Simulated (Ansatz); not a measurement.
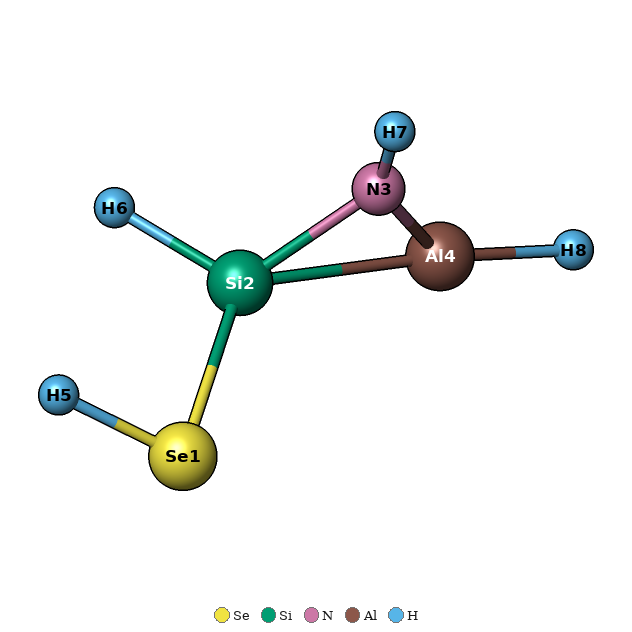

Harmonic vibrations computed with RKS PBE0-D4/def2-TZVP (Ansatz 0.2.0) at a stationary point of the same level.

Minimum or transition state?

A minimum: no imaginary frequency, and the lowest mode lies at 99 cm⁻¹.

List the wavenumbers.

18 modes: 99, 139, 198, 333, 411, 444, 511, 582, 626, 664, 715, 806, 886, 952, 1946, 2186, 2441, 3595 cm⁻¹.
